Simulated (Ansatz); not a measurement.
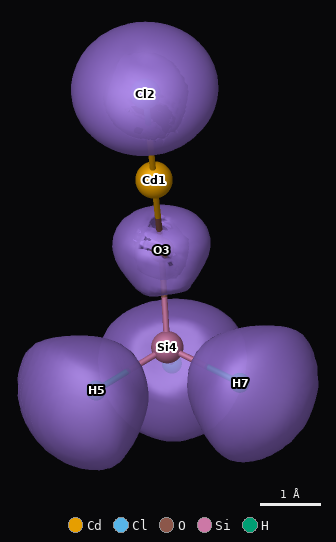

The picture shows: CdClH₃OSi (SMILES [SiH3][O][Cd][Cl]). Isosurface of the ELF at 0.8 (purple), seen at an oblique angle. Core shells and regions of very low density are left out.

Geometry: PBE0-D4/def2-SVP; core potentials replace the inner electrons of Cd.

These are results of Ansatz, isolated molecule in a Gaussian basis; Kohn-Sham density functional theory, functional PBE0, not measurements.

```xyz
7

Cd   -0.5086   -1.8667    0.2333
Cl   -0.7848   -4.0203   -0.4247
O    -0.3043   -0.0324    0.8805
Si    0.2591    1.3823    0.2514
H    -0.5173    1.8059   -0.9618
H     0.1479    2.4598    1.2806
H     1.6968    1.2772   -0.1680
```

Describe the localisation domains.

The ELF exceeds this value in three regions around hydrogen nuclei, one region wrapped around Cl (its valence shell) and one region wrapped around O (its valence shell). Along the contacts the grid gives the following. Si–O (1.65 Å): the ELF peaks at about 0.85 between the atoms: a shared but strongly polarised pair. Cd–O (1.96 Å): the ELF peaks at about 0.85 in the valence shell of O, 0.5 Å from its nucleus, and drops to about 0.15 between the two atoms.
